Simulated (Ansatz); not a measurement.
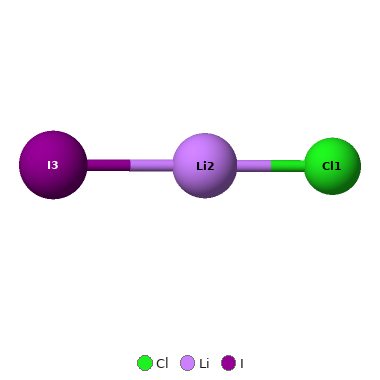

The system is Cl⁻ + LiI; the picture shows the reference structure. Coordinates scanned: (1) distance Cl1–Li2; (2) distance Li2–I3. Nothing is relaxed (the angle Cl1–Li2–I3 is fixed at 180 degrees). The scan uses a 17 × 17 grid. Points are written as (first, second). All energies are given in kcal/mol relative to the lowest grid point. Method: RKS PBE0-D4/def2-TZVPD (Ansatz).

Its coordinates:

```xyz
3

Cl   -2.1700    0.0000    0.0000
Li    0.0000    0.0000    0.0000
I     2.5770    0.0000    0.0000
```

Range: distance Cl1–Li2 from 1.840 to 3.840 Å; distance Li2–I3 from 2.136 to 4.136 Å.

### What will the energy surface look like?

The lowest grid point is at (2.170 Å, 2.577 Å). No other kind of well shows on this grid. The highest grid point, (3.840 Å, 4.136 Å), lies 64.3 kcal/mol above the lowest. Round the minimum the two coordinates are weakly coupled (coupling 0.06 in units of the two stiffnesses).

| distance Li2–I3 ↓, distance Cl1–Li2 → | 1.840 | 1.974 | 2.170 | 2.399 | 2.652 | 2.926 | 3.216 | 3.521 | 3.840 |
| --- | --- | --- | --- | --- | --- | --- | --- | --- | --- |
| 3.975 | 25.3 | 19.8 | 19.3 | 24.2 | 31.8 | 39.5 | 47.3 | 54.8 | 61.4 |
| 3.663 | 21.5 | 15.8 | 15.1 | 19.7 | 27.1 | 34.7 | 41.8 | 48.9 | 55.2 |
| 3.365 | 17.4 | 11.5 | 10.5 | 14.8 | 21.8 | 29.6 | 36.6 | 43.0 | 48.9 |
| 3.083 | 13.3 | 7.2 | 5.9 | 9.8 | 16.4 | 23.9 | 31.0 | 37.4 | 43.0 |
| 2.819 | 9.8 | 3.5 | 1.9 | 5.5 | 11.8 | 18.9 | 25.7 | 31.8 | 37.1 |
| 2.577 | 8.4 | 1.9 | 0.0 | 3.2 | 9.1 | 15.9 | 22.4 | 28.2 | 33.2 |
| 2.363 | 10.5 | 3.9 | 1.8 | 4.8 | 10.4 | 16.8 | 23.0 | 28.5 | 33.3 |
| 2.190 | 17.2 | 10.5 | 8.3 | 11.0 | 16.4 | 22.6 | 28.6 | 33.8 | 38.4 |

The table holds every second grid line.

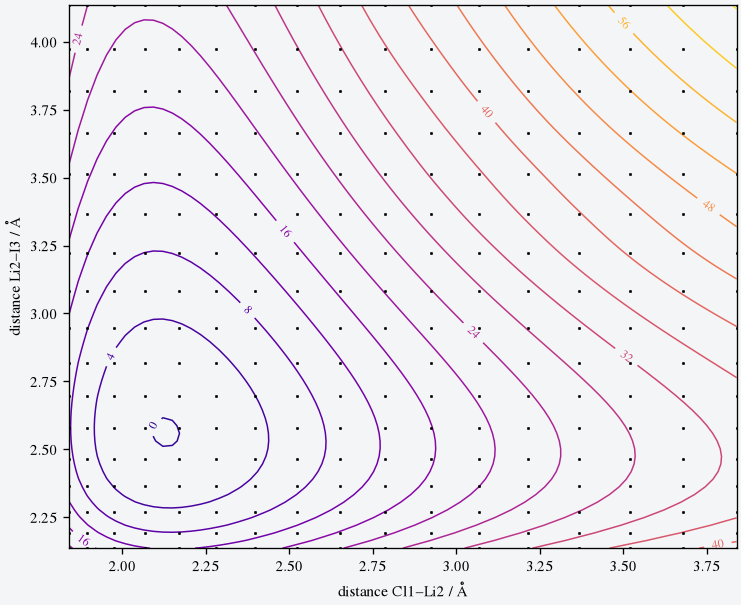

The picture shows contour lines labelled in kcal/mol, dots at the grid points. Between grid points the surface is interpolated.

Each point was launched as `ansatz run input.yaml --threads 1 --pin off --max-ram 2560MiB --backend cpu --events-out ev --progress --plain --runs-dir out`. The whole map (289 points run) took 28 min on 1 thread of Arm Neoverse N1, on a shared host.
